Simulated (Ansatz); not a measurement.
Input

```
crystal:
  periodic: [false, false, false]
  atoms:
    - { symbol: C, position_ang: [-0.3864, -1.8817, -0.1645] }
    - { symbol: C, position_ang: [-0.0125, -0.7264, 0.0011] }
    - { symbol: Sn, position_ang: [0.698, 1.2116, 0.2976] }
    - { symbol: H, position_ang: [-0.7349, -2.8036, -0.3365] }
    - { symbol: H, position_ang: [2.17407, 1.45227, -0.61464] }
    - { symbol: H, position_ang: [0.96912, 1.51931, 1.99478] }
magnetization:
  spin_polarized: true
  initial_magnetization: 1
basis:
  gaussian: { orbitals: def2-SVP }
hamiltonian:
  xc: pbe
relax:
  f_tol: 0.015
  max_steps: 40
output:
  orbitals: {}
```

Command:

```sh
ansatz run input.yaml --threads 1 --pin off --max-ram 2048MiB --backend cpu --events-out ev --progress --plain --runs-dir out
```

The fields are those of the relaxed geometry.

Core potentials replace the inner electrons of Sn.

These are results of UKS PBE/def2-SVP (Ansatz), not measurements.

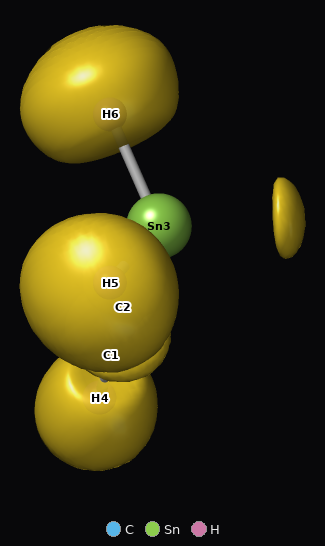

C₂H₃Sn (SMILES C#[C][SnH2]) (doublet). Isosurface of the electron localisation function at 0.85 (yellow), seen at an oblique angle. Only the valence region is drawn (cores and ρ < 0.01 e/Å³ removed).

Identify the bonds, lone pairs and shells in this picture.

Answer. The ELF exceeds this value in one region between bonded C–C atoms (shared pairs), three regions around hydrogen nuclei, one lobe of the valence shell of C pointing towards Sn (polar bonds) and one lobe on Sn, pointing away from the bonds (non-bonding electrons). Along the contacts the grid gives the following. C–C (1.23 Å): the ELF peaks at about 0.85 between the atoms (a short, multiple covalent bond). C–Sn (2.11 Å): the ELF peaks at about 0.95 in the valence shell of C, 0.7 Å from its nucleus, and drops to about 0.15 between the two atoms.
